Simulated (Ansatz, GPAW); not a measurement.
# 1T-NbSTe monolayer: work function by functional and basis, part 3 of 3

How far do functional and basis move the work function of 1T-NbSTe monolayer?

GPAW 26.7.0 and Ansatz 0.2.0; Ansatz plane waves; layer without images along its normal, relaxation of atoms and in-plane cell (the session's first sound run).

So far, upper work function (eV): step 3 (plane waves, PBE) 5.26; step 5 (self-consistent run: xc = "revPBE") 5.17; step 6 (self-consistent run: xc = "RPBE") 5.17; step 7 (real-space grid: mode = "fd", PBE, GPAW) 5.26; step 8 (atomic orbitals: mode = "lcao", PBE, GPAW) 5.30.

## Step 9: All levels side by side

Times are for 1 thread of Intel Xeon 6975P-C (Granite Rapids), shared host. The runs compared:

```
no.      run  upper work function (eV)  lower work function (eV)     time  memory (GiB)
  1       pw                     5.258                     4.379     27 s          0.22
  2  vdW DF2                     5.577                     4.686     42 s          0.38
  3   revPBE                     5.170                     4.272     30 s          0.23
  4     RPBE                     5.173                     4.266     32 s          0.23
  5       fd                     5.258                     4.381     96 s          0.45
  6     lcao                     5.302                     4.327  2.4 min          0.28
```

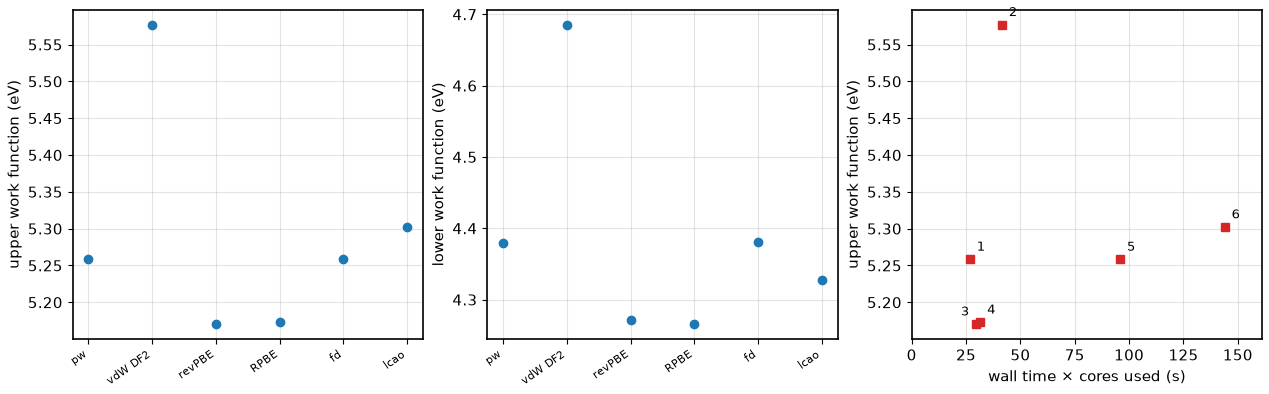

The series as plots; the last panel sets the first result against cost, with the runs numbered as in the table.

## Step 10: A second plane-wave code

A second program with its own datasets checks the number independently.

This step: Ansatz plane waves; slab in vacuum with a dipole correction (Ansatz 0.2.0).

input.yaml

```yaml
crystal:
  lattice:
    - [3.5320238953, 0.0, 0.0]
    - [-1.7660119477, 3.0588224201, 0.0]
    - [0.0, 0.0, 30.3479021621]
  atoms:
    - { symbol: Te, position: [0.6666666667, 0.3333333333, 0.2291033137] }
    - { symbol: Nb, position: [0.0, 0.0, 0.2936972186], spin: 1.0 }
    - { symbol: S, position: [0.3333333333, 0.6666666667, 0.3399999165] }
magnetization:
  spin_polarized: true
kpoints:
  mp_grid: { grid: [9, 9, 1] }
hamiltonian:
  xc: pbe
scf:
  occupations: { method: fermi_dirac, width: 0.05 }
efield:
  axis: 3
  dipole_correction: true
  ramp_width: 0.05
output:
  forces: true
  write_potential: true
  write_density: true
  volumetric_format: npy
  elf: true
```

Launch:

```sh
$ ansatz run input.yaml --threads 4 --pin off --max-ram 8192MiB --backend cpu --events-out ev --progress --plain --runs-dir out
```

Numbers of over 12 decimals in the logs are rounded to 6 here.

The program printed:

```text
[...]
Crystal: 3 atoms, lattice volume = 327.874 Å³
Basis set: ecut = 420 eV, 6347 PW (Γ), exchange–correlation on 48×48×432 points (8 copies of the dense FFT grid, shifted against one another)
Bands: 22, of which v1, the nominal top of the filled ones, is band 18 counted from 1 (17 counted from 0)
Symmetry: 6 space group operations
k-points: 12 of 81 (time reversal used)
[...]
Starting moments: Σ|m| = 1 μB on 1 of 3 sites
[...]
SCF iter   1: F=—  HF=-12437.104205 eV  |F-HF|=—  |Δ(HF+E_count)|=         —  Δρ=1.62e-2 (↑1.62e-2 ↓1.03e-2)  dr2=4.02e0  dr2_m=8.32e-2  M=0.289 μB ∫|m|=0.344 μB  β_m=0.42  ethr=3.10e-3  p=0.000 e·Å  D=9.52e-7 V/Å  ΔV_dip=-0.00 eV  dr2_dipole=1.75e-1  V_vac-E_F(+/−)=5.68/5.68 eV  ⟨swp⟩=11.1  Hψ=3263  notcnv=0
[...]
efield: sawtooth ramp at fractional position 0.7596 (placed from the atoms, in the widest stretch of the axis that holds none; the zero of the levels goes with the place), width 0.0500; the density the first Hamiltonian is built on has a dipole p = 0.000 e·Å; the dipole correction subtracts the counter field D = 9.52e-7 V/Å, which shifts the + side's vacuum level by -0.00 eV against the − side's; the planar-averaged density in the ramp window peaks in size at 2.4e-6 e/Å³
[...]
SCF iter   2: F=—  HF=-12436.599894 eV  |F-HF|=—  |Δ(HF+E_count)|=   5.04e-1  Δρ=1.06e-2 (↑1.06e-2 ↓6.83e-3)  dr2=1.80e0  dr2_m=3.71e-2  M=0.222 μB ∫|m|=0.261 μB  β_m=0.53  ethr=3.10e-3  p=-0.009 e·Å  D=-4.77e-3 V/Å  ΔV_dip=0.14 eV  dr2_dipole=1.11e-1  V_vac-E_F(+/−)=5.46/5.31 eV  ⟨swp⟩=2.2  Hψ=983  notcnv=0
density mixer auto → msr1: a metal under ldos (density of states about μ 0.87 of a free-electron gas's, 18 screened modes)
SCF iter   3: F=—  HF=-12436.406189 eV  |F-HF|=—  |Δ(HF+E_count)|=   1.94e-1  Δρ=2.43e-3 (↑2.43e-3 ↓2.15e-3)  dr2=1.05e-1  dr2_m=1.70e-3  M=0.079 μB ∫|m|=0.095 μB  β_m=0.64  ethr=3.10e-3  p=-0.038 e·Å  D=-2.08e-2 V/Å  ΔV_dip=0.63 eV  dr2_dipole=1.35e-2  V_vac-E_F(+/−)=5.26/4.63 eV  ⟨swp⟩=3.0  Hψ=971  notcnv=0
[...]
SCF iter  13: F=-12436.410299 eV  HF=-12436.410299 eV  |F-HF|=7.71e-10  |Δ(HF+E_count)|=   5.01e-9  Δρ=9.17e-8 (↑9.17e-8 ↓7.99e-8)  dr2=1.24e-10  dr2_m=5.47e-13  M=-0.000 μB ∫|m|=0.000 μB  ethr=1.47e-12  p=-0.053 e·Å  D=-2.92e-2 V/Å  ΔV_dip=0.89 eV  dr2_dipole=6.83e-14  V_vac-E_F(+/−)=5.25/4.36 eV  ⟨swp⟩=7.7  Hψ=3451  notcnv=0
SCF 1 converged in 13 iterations: F = -12436.410299 eV  dr2 = 1.24e-10
[...]
SCF converged after 13 iterations
Magnetization: -0.0000 μB (17.5000 up, 17.5000 down)
Absolute magnetization: 0.0000 μB (∫|ρ↑−ρ↓|, with the PAW one-centre terms)
[...]
Per-site moments (μB) at R_I (Å): [(3.7547779625430425e-9, 1.166809), (-6.505931815223148e-7, 1.021548), (-1.980903656142495e-7, 1.021548)]
Free energy (F): -12436.410299 eV
[...]
Internal energy: -12436.385538 eV  (E = F + TS)
E sigma→0 (E₀):  -12436.397918 eV
Entropy (-TS):   -0.024761 eV (-8.254 meV/atom)
Fermi energy:    -1.468778 eV
Dipole field:    D = -0.029227 V/Å  (p = -0.052957 e·Å, saw-weighted, corrected)
Work function:   Φ+ = 5.2511 eV   Φ− = 4.3641 eV
Levels:          The Fermi level and band energies are counted from a zero that moves with the ramp; work functions are not
[...]
--- Forces (eV/Å), atoms counted from 1 ---
  atom   1  Te    -0.00000000    -0.00000000    -0.00466058
  atom   2  Nb     0.00000000     0.00000000    -0.00296017
  atom   3  S      0.00000000     0.00000000     0.00761563
  max |Σ_I F_I| component: 5.13e-6 eV/Å
--- Band table (eV; the first three rows and the last of 24) ---
  k-point 0 ↑: bands = [... 14 lower, -4.0750, -1.4788, -1.4788, -1.0134, -0.7250, -0.7250, 2.1933, 2.3362]
  k-point 1 ↑: bands = [... 14 lower, -3.7167, -2.3760, -1.8921, -1.2917, -0.3604, -0.3256, 1.6396, 2.1765]
  k-point 2 ↑: bands = [... 14 lower, -4.1907, -3.3604, -2.2984, -1.6405, -0.3521, -0.0046, 1.4235, 2.0567]
  k-point 11 ↓: bands = [... 14 lower, -4.6458, -4.5701, -4.2909, -0.5571, -0.3933, -0.3549, 1.7596, 2.4153]
```

It took 5.4 s on 4 threads of Intel Xeon 6975P-C (Granite Rapids), shared host; peak memory 0.76 GiB.

Reading the cycles: dr2 is the Hartree energy of the density residual (eV), the measure of convergence; HF is the Harris–Foulkes estimate of the energy, which meets the free energy F at convergence.

Numbers from this step:

- upper work function: 5.251 eV
- lower work function: 4.364 eV
- dipole along the normal: -0.05296 e·Å
- dipole field: -0.02923 V/Å
- vacuum level above: 3.782 eV
- vacuum level below: 2.895 eV

Electrostatic potential energy of an electron (with the applied field's), less the Fermi level, planar mean against z:

```
z (Å)  electrostatic potential energy of an electron (with the applied field's), less the Fermi level, planar mean (eV)
    0                                                                                                              4.36
    2                                                                                                              4.36
    4                                                                                                              4.35
    6                                                                                                            -0.406
    8                                                                                                             -3.90
   10                                                                                                             -7.10
   12                                                                                                              5.05
   14                                                                                                              5.25
   16                                                                                                              5.25
   18                                                                                                              5.25
   20                                                                                                              5.25
   22                                                                                                              5.25
   24                                                                                                              4.70
   26                                                                                                              4.36
   28                                                                                                              4.36
   30                                                                                                              4.36
```

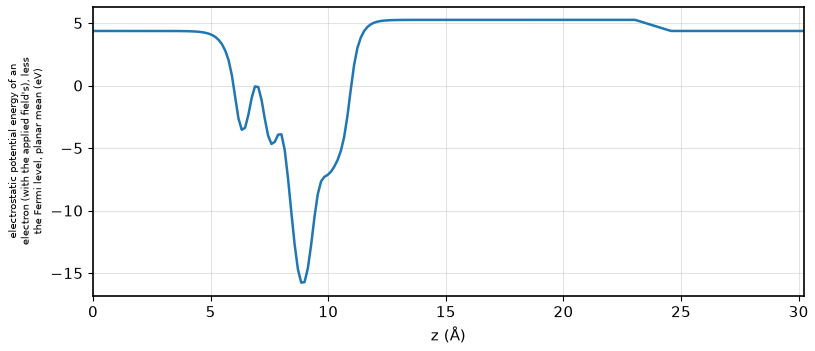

Electrostatic potential energy of an electron (with the applied field's), less the Fermi level, planar mean against z.

The valence density, planar mean (density) oscillates, so the rows of the table below give means over windows of 2 Å about each position, cut where the curve ends. Its maxima inside the range that stand out by 2 % of the span (Å: e/Å³): 7.0: 1.38, 9.0: 0.926. Its minima: 7.9: 0.313.

Valence density, planar mean against z; means over each step:

```
z (Å)  density (e/Å³)  rho spin (e/Å³)
    0               0         -4.0e-12
    2          7.9e-6          3.2e-11
    4         0.00219          4.4e-10
    6           0.401           1.1e-8
    8           0.679          -2.3e-8
   10           0.498          -3.4e-8
   12          0.0403         -6.3e-10
   14          7.2e-5         -4.3e-11
   16               0         -1.4e-12
```

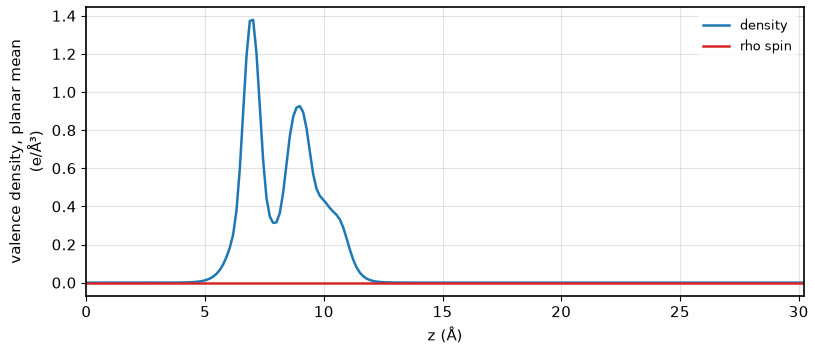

Valence density, planar mean against z.

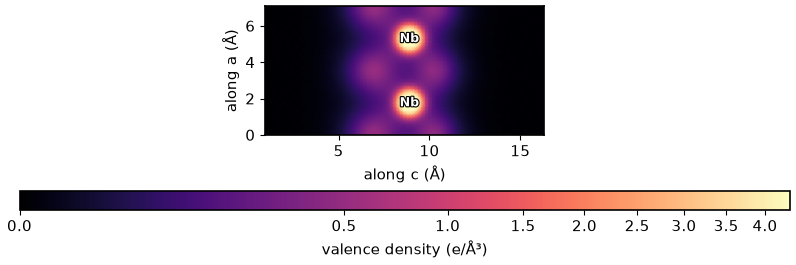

Valence density in the ca plane at fractional y = 0.000, with atoms of Nb within 0.2 Å of it. It is the smooth field of the valence electrons, not physical close to the nuclei. The map starts off the cell's origin, so that atoms lie inside it. The colour scale is stretched toward low values. The far vacuum is left out of the map.

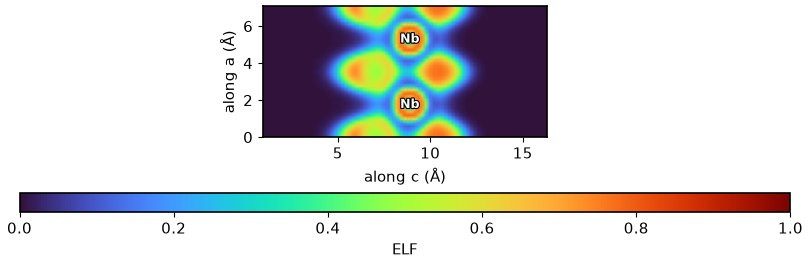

ELF in the ca plane at fractional y = 0.000, with atoms of Nb within 0.2 Å of it. It is the smooth field of the valence electrons, not physical close to the nuclei. The map starts off the cell's origin, so that atoms lie inside it. The far vacuum is left out of the map.

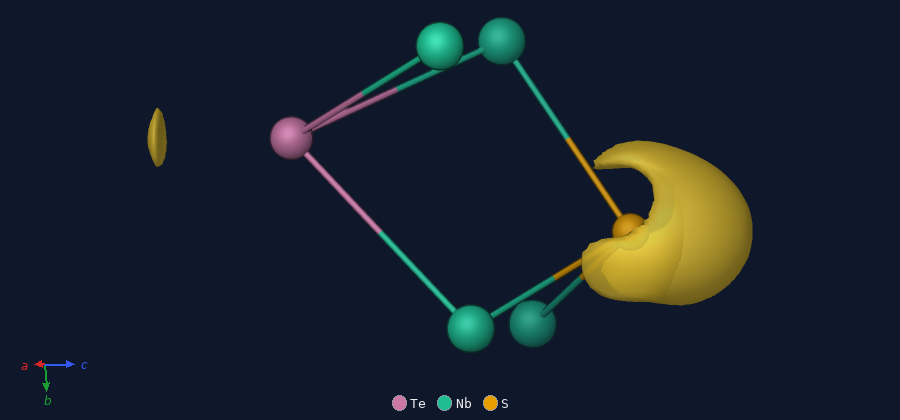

Surface of ELF = 0.85.

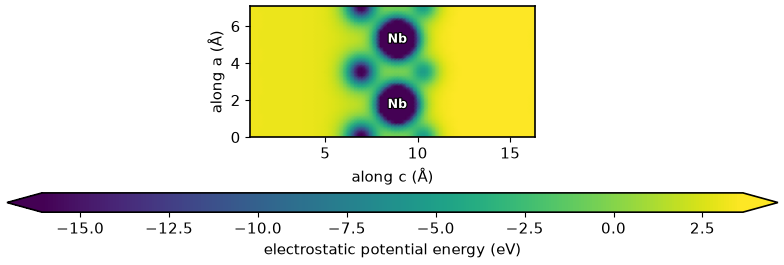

Electrostatic potential energy in the ca plane at fractional y = 0.000, with atoms of Nb within 0.2 Å of it. With pseudopotentials it is smooth inside the atoms' cores, unlike the true potential. The map starts off the cell's origin, so that atoms lie inside it. The far vacuum is left out of the map.

The upper face's work function is 5.251 eV, against 5.258 eV in the first plane-wave PBE run at this geometry.

## Step 11: Side by side

Results and costs are gathered.

This step: comparison of work functions, dipole and cost (GPAW 26.7.0).

Ladder, by row:

```
   step    code  work function, upper (eV)  work function, lower (eV)  dipole (e Å)  wall time (s)  peak memory (GiB)  threads
     pw    GPAW                      5.258                      4.379      -0.05279          26.76               0.22        1
vdW-DF2    GPAW                      5.577                      4.686      -0.05348           41.5               0.38        1
 revPBE    GPAW                       5.17                      4.272       -0.0539           29.5               0.23        1
   RPBE    GPAW                      5.173                      4.266      -0.05443          31.53               0.23        1
     fd    GPAW                      5.258                      4.381      -0.05236          95.83               0.45        1
   lcao    GPAW                      5.302                      4.327      -0.05822            144               0.28        1
 ansatz  Ansatz                      5.251                      4.364      -0.05296           5.36              0.763        4
```

## Step 12: A changed run

One more run, with changed settings.

This step: GPAW, PAW setups; slab in vacuum (GPAW 26.7.0).

run.py

```python
import json
import numpy as np
from ase import Atoms
from gpaw import GPAW, PW

slab = Atoms(
    ['Te', 'Nb', 'S'],
    positions=[
        [1.76601, 1.01961, 7.00000],
        [-0.00000, 0.00000, 8.96029],
        [-0.00000, 2.03921, 10.36548]],
    cell=[[3.53202, 0.0, -0.0], [-1.76601, 3.05882, -0.0], [-0.0, -0.0, 17.3655]],
    pbc=[True, True, False],
    magmoms=[0.0, 1.0, 0.0])

slab.calc = GPAW(mode=PW(400), xc='pbe96', kpts={'size': (9, 9, 1), 'gamma': True},
                 occupations={'name': 'fermi-dirac', 'width': 0.05}, nbands='160%',
                 convergence={'density': 1e-05}, maxiter=100,
                 poissonsolver={'dipolelayer': 'xy'},
                 symmetry={'tolerance': 1e-3}, txt='slab.txt')
result = {}
energy = slab.get_potential_energy()
fermi = slab.calc.get_fermi_level()
v = slab.calc.get_electrostatic_potential().mean((0, 1)) - fermi
n = slab.calc.get_pseudo_density().mean((0, 1))
L = slab.cell[2, 2]
z = np.arange(len(v)) * L / len(v)
low, high = slab.positions[:, 2].min(), slab.positions[:, 2].max()
below, above = np.interp([low - 4.8, high + 4.8], z, v)
slopes = [np.interp(x, z, np.gradient(v, z)) for x in (low - 4.8, high + 4.8)]
eps = np.array([[slab.calc.get_eigenvalues(k, s) for k in range(len(slab.calc.get_ibz_k_points()))]
                for s in range(slab.calc.get_number_of_spins())]) - fermi
top, bottom = eps[eps < 0].max(), eps[eps > 0].min()
dipole = slab.get_dipole_moment()[2]
print(f'energy {energy:.4f} eV, Fermi level {fermi:.4f} eV, dipole {dipole:.5f} e A')
print(f'potential 4.8 A off the faces, from the Fermi level: lower {below:.4f} eV, upper {above:.4f} eV')
print(f'slope of the potential there: lower {slopes[0]:.5f}, upper {slopes[1]:.5f} eV/A')
print(f'nearest levels on the mesh: {top:.4f} and {bottom:.4f} eV')
print('magnetic moment', round(slab.get_magnetic_moment(), 3))
result.update(energy=energy, fermi=fermi, dipole=dipole, below=below, above=above, slopes=slopes, edges=[top, bottom],
              z=z.tolist(), v=v.tolist(), n=n.tolist(), positions=slab.positions.tolist(),
              forces=slab.get_forces(apply_constraint=False).tolist(), moments=slab.get_magnetic_moments().tolist())
json.dump(result, open('result.json', 'w'))
```

Launch:

```sh
$ OMP_NUM_THREADS=1 OPENBLAS_NUM_THREADS=1 python run.py
```

The program printed:

```text
NameError: Unknown functional: pbe96.
```

Run time: 0.88 s. Hardware: 1 thread; peak memory 0.1 GiB.

The program refused the input before any cycle.

The program's message: “NameError: Unknown functional: pbe96.”

The change that led to it: xc = "pbe96".

## Step 13: Results

```
work function, upper and lower face : 5.258 and 4.379 eV
dipole along the normal             : -0.0528 e Å
```

With plane waves and PBE the work function is 5.26 eV on the upper face and 4.38 eV on the lower. The two faces differ by 0.88 eV, the step that the slab's dipole makes (e p/(ε0 A) gives 0.88 eV), so the dipole layer is needed. Over the sound runs of the table the upper face's work function spans 5.170 (revPBE) to 5.577 eV (vdW-DF2). The two plane-wave codes differ by 0.0074 eV on the upper face. The starting lattice was a guess from atomic radii; the relaxation moved it by -5 %. One magnetic start was tried; another order may lie lower. The layer's cell and atoms come from the relaxation; spin-orbit coupling and temperature are left out.

[Logs are printed without paths, hosts, clocks, repeated set-up lines and the standing remarks that a program may print on its own settings, such as how far it seeks lower states.]

[Hosts, paths, dates, database ids (printed as entryN), source tags and the programs' standing remarks are cut or masked in the printed files.]
